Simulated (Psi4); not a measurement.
# CH5NSi (SMILES C[Si]N) at CCSD/def2-SVPD

Aim: the vertical ionisation energy of CH5NSi at CCSD/def2-SVPD, from 2 runs. 

Program for the calculation: Psi4 1.11.

1 further run of the same task is left out (set aside as unsound or not needed).

## Step 1: The molecule

The species is CH5NSi (8 atoms), meant as a singlet with charge 0. SMILES: `C[Si]N`. Geometry: relaxed at PBE0-D4/def2-TZVP. This is one conformer, not always the lowest.

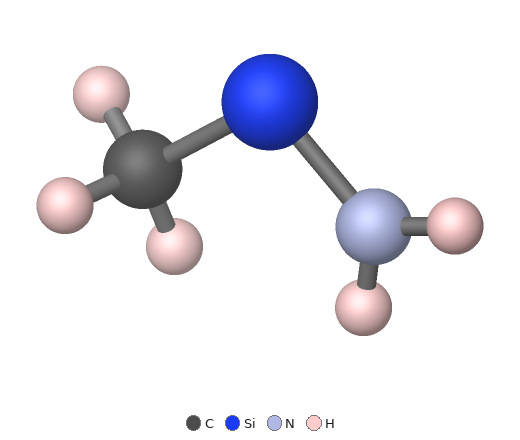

The structure, seen from a chosen angle (carbon dark grey, silicon blue, nitrogen light blue, hydrogen pink).

## Step 2: A single-point energy at CCSD/def2-SVPD

Input file ch5nsi.xyz:

```xyz
8
CH5NSi
C     -0.660000     0.824700    -0.552100
Si     0.963800     0.653800     0.427700
N      0.932200    -1.034400     0.690700
H     -1.026400    -0.101800    -1.004300
H     -0.562500     1.583400    -1.334100
H     -1.431400     1.195000     0.135900
H      1.651200    -1.501900     1.220100
H      0.225200    -1.675700     0.360300
```

Input file run_ase.py:

```python
import numpy as np
from ase.calculators.psi4 import Psi4
from ase.io import read

a = read('ch5nsi.xyz')
calc = Psi4(atoms=a, method='ccsd', basis='def2-SVPD', memory='1600MB', num_threads=1, charge=0, multiplicity=1, label='calc')
calc.psi4.set_options({'puream': True, 'e_convergence': 1e-09, 'd_convergence': 1e-08, 'scf_type': 'pk', 'num_frozen_docc': 7})
a.calc = calc

print(f'energy: {a.get_potential_energy():.6f} eV')
```

The run is started by

```sh
$ python run_ase.py
```

calc.dat, cut to the lines that bear on the results:

```text
[...]
  Running in c1 symmetry.
[...]
  Nuclear repulsion =  100.369090567137675
[...]
  Multiplicity = 1
[...]
  Nalpha       = 16
  Nbeta        = 16
[...]
    Number of basis functions: 104
[...]
   @RHF iter   1:  -383.87658273472101   -7.00247e-01   4.54859e-03 DIIS/ADIIS
[...]
   @RHF iter  11:  -384.00103681993340   -2.87059e-11   8.81216e-09 DIIS
[...]
    Orbital Energies [Eh]
    ---------------------
    Doubly Occupied:
       1A    -68.752661     2A    -15.557505     3A    -11.206091
       4A     -6.118400     5A     -4.226281     6A     -4.225612
       7A     -4.223728     8A     -1.132950     9A     -0.927476
      10A     -0.676319    11A     -0.671846    12A     -0.554456
      13A     -0.547827    14A     -0.478881    15A     -0.429620
      16A     -0.309730
[...]
  @RHF Final Energy:  -384.00103681993340
   => Energetics <=
    Nuclear Repulsion Energy =            100.3690905671376754
    One-Electron Energy =                -728.6614864518201102
    Two-Electron Energy =                 244.2913590647490878
    Total Energy =                       -384.0010368199334039
[...]
 Multipole Moments:
 ------------------------------------------------------------------------------------
     Multipole            Electronic (a.u.)      Nuclear  (a.u.)        Total (a.u.)
 ------------------------------------------------------------------------------------
 L = 1.  Multiply by 2.5417464519 to convert [e a0] to [Debye]
 Dipole X            :          3.1631908           -3.5216502           -0.3584594
 Dipole Y            :          0.8044486           -1.5048370           -0.7003884
 Dipole Z            :          1.6291891           -1.7229946           -0.0938055
 Magnitude           :                                                    0.7923614
[...]
      * MP2 total energy                      = -384.427018014059399
[...]
      * CCSD total energy                     = -384.466609357391008
```

Standard output:

```text
energy: -10461.869321 eV
```

Run time: 33 s. Hardware: 1 thread of Intel Xeon Platinum 8488C (Sapphire Rapids), shared host; peak memory 1.1 GiB.

## Step 3: The doublet cation, same level

Input file calc.py:

```python
import psi4

psi4.set_memory(1600000000)
psi4.set_num_threads(1)
psi4.set_output_file('output.dat', False)

mol = psi4.geometry("""
1 2
C     -0.660000     0.824700    -0.552100
Si     0.963800     0.653800     0.427700
N      0.932200    -1.034400     0.690700
H     -1.026400    -0.101800    -1.004300
H     -0.562500     1.583400    -1.334100
H     -1.431400     1.195000     0.135900
H      1.651200    -1.501900     1.220100
H      0.225200    -1.675700     0.360300
symmetry c1
""")

psi4.set_options({
    'reference': 'uhf',
    'puream': True,
    'e_convergence': 1e-09,
    'd_convergence': 1e-08,
    'scf_type': 'pk',
    'num_frozen_docc': 7,
    'maxiter': 200,
})

energy_value = psi4.energy("ccsd/def2-SVPD", molecule=mol)
print(f'total energy {energy_value:.8f} hartree = {energy_value * 27.211386:.5f} eV')
for k, v in sorted(psi4.core.scalar_variables().items()):
    print(f'{k:45s} {v:18.10f}')
```

The run is started by

```sh
$ python calc.py
```

output.dat, cut to the lines that bear on the results:

```text
[...]
  Running in c1 symmetry.
[...]
  Nuclear repulsion =  100.369090567137675
[...]
  Multiplicity = 2
[...]
  Nalpha       = 16
  Nbeta        = 15
[...]
    Number of basis functions: 104
[...]
   @UHF iter   1:  -383.59628746869146   -4.19952e-01   4.39664e-03 ADIIS/DIIS
[...]
   @UHF iter  17:  -383.73182036503960   -7.10543e-12   7.55995e-09 DIIS
[...]
   @S^2 Observed:                7.668149885E-01
[...]
    Orbital Energies [Eh]
    ---------------------
    Alpha Occupied:
       1A    -69.069616     2A    -15.783822     3A    -11.445173
       4A     -6.432729     5A     -4.544738     6A     -4.539181
       7A     -4.536084     8A     -1.353043     9A     -1.158020
      10A     -0.925172    11A     -0.888898    12A     -0.781794
      13A     -0.764352    14A     -0.724725    15A     -0.641684
      16A     -0.639526
    Alpha Virtual:
      17A     -0.174540    18A     -0.090703    19A     -0.069108
      20A     -0.039450    21A     -0.008353    22A      0.010470
      23A      0.028323    24A      0.032596    25A      0.043449
[...]
  @UHF Final Energy:  -383.73182036503960
   => Energetics <=
    Nuclear Repulsion Energy =            100.3690905671376754
    One-Electron Energy =                -720.5540239629756343
    Two-Electron Energy =                 236.4531130307984199
    Total Energy =                       -383.7318203650395958
  UHF NO Occupations:
  HONO-2 :   14  A 1.9975883
  HONO-1 :   15  A 1.9943644
[...]
 Multipole Moments:
 ------------------------------------------------------------------------------------
     Multipole            Electronic (a.u.)      Nuclear  (a.u.)        Total (a.u.)
 ------------------------------------------------------------------------------------
 L = 1.  Multiply by 2.5417464519 to convert [e a0] to [Debye]
 Dipole X            :          3.8016610           -3.5216502            0.2800108
 Dipole Y            :          1.6796708           -1.5048370            0.1748338
 Dipole Z            :          1.8824383           -1.7229946            0.1594437
 Magnitude           :                                                    0.3665995
[...]
      * MP2 total energy                      = -384.129831765628410
[...]
      * CCSD total energy                     = -384.165395249815504
```

On the terminal:

```text
total energy -384.16539525 hartree = -10453.67286 eV
CC D1 DIAGNOSTIC                                    0.0000000000
CC D2 DIAGNOSTIC                                    0.0000000000
CC NEW D1 DIAGNOSTIC                                0.0000000000
CC T1 DIAGNOSTIC                                    0.0261731236
CCSD CORRELATION ENERGY                            -0.4335748848
CCSD DOUBLES ENERGY                                -0.4335748848
CCSD ITERATIONS                                    20.0000000000
CCSD OPPOSITE-SPIN CORRELATION ENERGY              -0.3471128612
CCSD SAME-SPIN CORRELATION ENERGY                  -0.0864620236
CCSD SINGLES ENERGY                                 0.0000000000
CCSD TOTAL ENERGY                                -384.1653952498
CURRENT CORRELATION ENERGY                         -0.4335748848
CURRENT ENERGY                                   -384.1653952498
CURRENT REFERENCE ENERGY                         -383.7318203650
DD SOLVATION ENERGY                                 0.0000000000
HF KINETIC ENERGY                                 382.8866479785
HF POTENTIAL ENERGY                              -766.6184683436
HF TOTAL ENERGY                                  -383.7318203650
HF VIRIAL RATIO                                     2.0022073697
MP2 CORRELATION ENERGY                             -0.3980114006
MP2 DOUBLES ENERGY                                 -0.3980114006
MP2 OPPOSITE-SPIN CORRELATION ENERGY               -0.3049357038
MP2 SAME-SPIN CORRELATION ENERGY                   -0.0930756968
MP2 SINGLES ENERGY                                 -0.0000000000
MP2 TOTAL ENERGY                                 -384.1298317656
NUCLEAR REPULSION ENERGY                          100.3690905671
ONE-ELECTRON ENERGY                              -720.5540239630
PCM POLARIZATION ENERGY                             0.0000000000
PE ENERGY                                           0.0000000000
SCF ITERATION ENERGY                             -383.7318203650
SCF ITERATIONS                                     17.0000000000
SCF TOTAL ENERGY                                 -383.7318203650
TWO-ELECTRON ENERGY                               236.4531130308
```

Wall time 91 s (1 thread of Intel Xeon Platinum 8488C (Sapphire Rapids), shared host); peak memory 1.1 GiB.

## Step 4: Results

Level: CCSD/def2-SVPD, 7 core orbitals frozen.

| quantity | value |
| --- | --- |
| singlet CH5NSi: total energy | -384.46661 Eh |
| singlet CH5NSi: HOMO energy (Hartree–Fock orbitals) | -8.43 eV |
| singlet CH5NSi: LUMO energy (Hartree–Fock orbitals) | 2.17 eV |
| singlet CH5NSi: HOMO–LUMO gap (Hartree–Fock orbitals) | 10.60 eV |
| singlet CH5NSi: correlation energy (7 core orbitals frozen) | -465.6 mEh |
| singlet CH5NSi: T1 diagnostic | 0.014 |
| doublet cation: total energy | -384.16540 Eh |
| doublet cation: HOMO energy (Hartree–Fock orbitals) (highest over α and β) | -17.40 eV |
| doublet cation: LUMO energy (Hartree–Fock orbitals) (lowest over α and β) | -6.35 eV |
| doublet cation: correlation energy (7 core orbitals frozen) | -433.6 mEh |
| doublet cation: ⟨S²⟩ of the reference determinant | 0.767 |
| doublet cation: T1 diagnostic | 0.026 |
| vertical ionisation energy (to the doublet cation) | 8.196 eV |

What this shows: The vertical ionisation energy comes to 8.20 eV (791 kJ/mol).
